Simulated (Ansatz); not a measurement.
# Calculations on WH$_{7}$OF

## 1. Relaxation

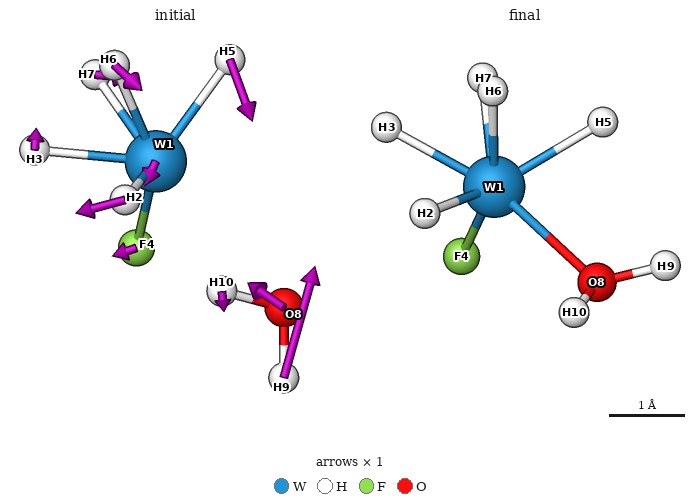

The structure of WH7OF before (left) and after (right) a relaxation, at one scale. The purple arrows give the displacements, at their true length.

A ball-and-stick model, seen from a free direction.

The run prepares an end point of a later path (reaction) calculation, from a guessed geometry.

The calculation used Ansatz, RHF/def2-SVP.

Input file:
```yaml
crystal:
  periodic: [false, false, false]
  atoms:
    - { symbol: W, position_ang: [-0.025102, 0.269322, -0.133083] }
    - { symbol: H, position_ang: [1.169579, -0.463903, 0.860851] }
    - { symbol: H, position_ang: [0.70324, -0.871192, -1.056556] }
    - { symbol: F, position_ang: [0.471991, 1.577763, -1.421262] }
    - { symbol: H, position_ang: [-1.642179, 0.100148, 0.344457] }
    - { symbol: H, position_ang: [-0.433728, -1.318161, 0.192846] }
    - { symbol: H, position_ang: [-0.843148, -0.522865, -1.314762] }
    - { symbol: O, position_ang: [1.299004, 1.656434, 2.328987] }
    - { symbol: H, position_ang: [2.002491, 2.29083, 2.264721] }
    - { symbol: H, position_ang: [1.704351, 0.787824, 2.152201] }
basis:
  gaussian: { orbitals: def2-SVP }
hamiltonian:
  xc: hf
relax:
  f_tol: 0.03
  max_steps: 50
```

Command:
```bash
ansatz run input.yaml --threads 1 --pin off --max-ram 2048MiB --backend cpu --events-out ev --progress --plain --runs-dir out
```

Summarise the run.

Over 23 geometry steps the energy falls by 20.7 kcal/mol. Largest force component: 1.4 eV/Å at the start, 0.015 eV/Å at the end. The forces were under the threshold at step 12, but the run went on from there. The largest move after the best rigid fit is that of H9, 1.57 Å. Largest moves by element: H 1.57 Å, O 0.70 Å, W 0.38 Å, F 0.36 Å. Some distances before and after: W1–H9 3.735 → 2.874 Å, W1–O8 3.121 → 2.269 Å, W1–H10 2.912 → 2.874 Å, W1–H6 1.671 → 1.702 Å. New bonds form, among them: W1–O8 (3.12 → 2.27 Å). Among the angles between lasting bonds that change: F4–W1–H6 148.1° → 156.8°, H2–W1–H5 117.2° → 125.3°, H2–W1–H3 73.7° → 68.3°. Cost: 54 s on 1 thread of Arm Neoverse V1, on a shared host, peak memory 0.17 GiB.

Limits of the set-up: Hartree-Fock leaves out electron correlation.

## 2. Relaxation

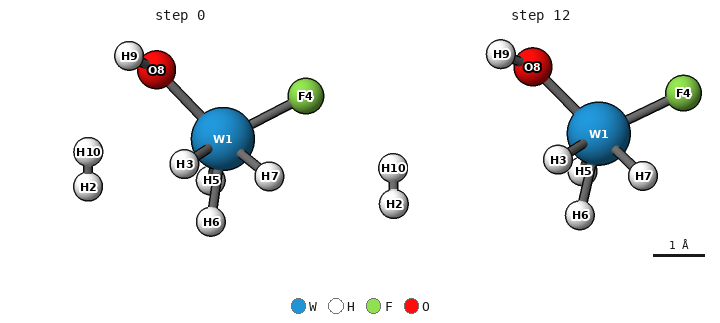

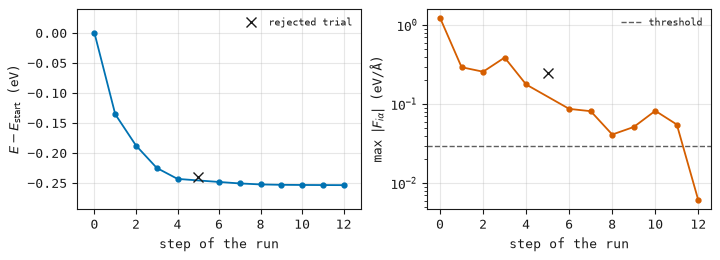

First and last geometry of a relaxation of WH7OF, with the history of the run. Style: ball-and-stick. Shown at a tilt.

The run prepares an end point of a later path (reaction) calculation, from a guessed geometry.

Method: RHF/def2-SVP (Ansatz). Set-up: no spin polarisation; force threshold 0.03 eV/Å; at most 50 steps.

Did the run converge, and what did it change?

It converged. After 11 accepted moves (12 points after the start) the energy has fallen by 0.253 eV. Largest force component: 1.2 eV/Å at the start, 0.0061 eV/Å at the end. The line search rejected the trial step at point 5 of the run. H10 moves most after the best rigid fit: 1.25 Å. By element the largest moves are H 1.25 Å, F 0.39 Å, W 0.35 Å, O 0.34 Å. Near-neighbour distances that change, for instance: W1–H10 2.740 → 4.303 Å, W1–H2 2.928 → 4.412 Å, W1–O8 1.914 → 1.873 Å, H2–H10 0.712 → 0.747 Å. Bond angles that change, for instance: H6–W1–O8 127.3° → 122.1°, H5–W1–O8 108.7° → 103.8°, W1–O8–H9 132.0° → 135.2°. The run took 30 s on 1 thread of Arm Neoverse V1 (shared host), peak memory 0.17 GiB.

Limits of the set-up: the start holds two separate molecules, 2.2 Å apart at their closest, whose relative position is a soft coordinate and is computed without a dispersion correction; Hartree-Fock leaves out electron correlation.

## 3. Path

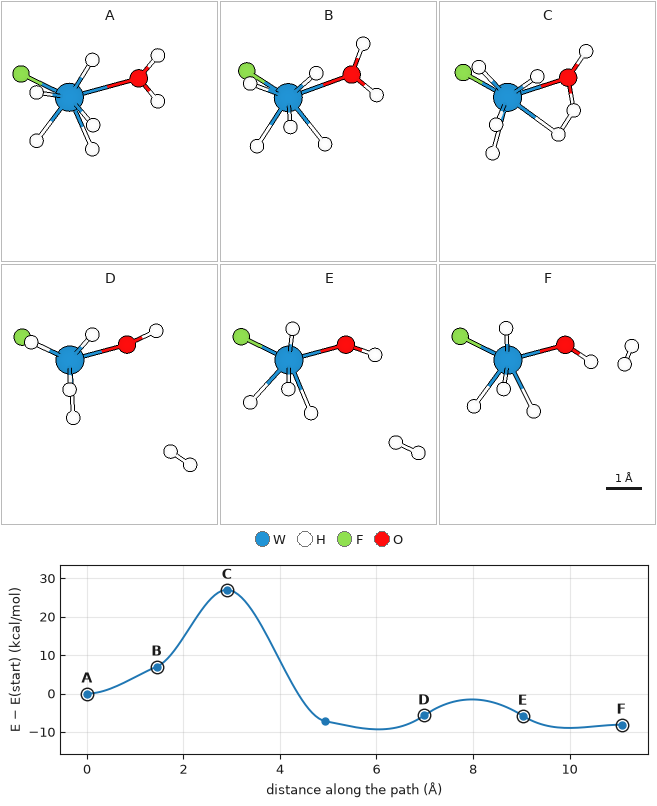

A nudged-elastic-band calculation for WH7OF. Images are numbered from 0 (start) to 6 (end). Frames A to F are images 0, 1, 2, 4, 5, 6. The picture is a ball-and-stick view, seen from a free direction.

Method: RHF/def2-SVP (Ansatz 0.2.0). Settings: 5 movable images; climbing image; force threshold 0.05 eV/Å; iteration limit 60; starting path through a guess of the saddle point.

**What happens along the path, and what is the barrier?**

The path has more than one stage, and so few images may leave a stage unresolved. Breaking: H–O (0.95 → 3.66 Å), H–W (1.70 → 4.41 Å). Forming: H–H (2.50 → 0.75 Å). The energy climbs by 27.0 kcal/mol to image 2 and then falls by 35.1 kcal/mol, so the end point sits at −8.1 kcal/mol. The profile has 2 maxima (images 2, 4) with a dip at image 3 (−7.2 kcal/mol), so the process runs in steps. The band converged in 38 iterations. The largest component of the band force went from 87 to 0.046 eV/Å. The climbing image converged on the top of the path. Its vibrational analysis gives one imaginary mode (1777i cm⁻¹), as a transition state must have.

Limits of the set-up: Hartree-Fock leaves out electron correlation.
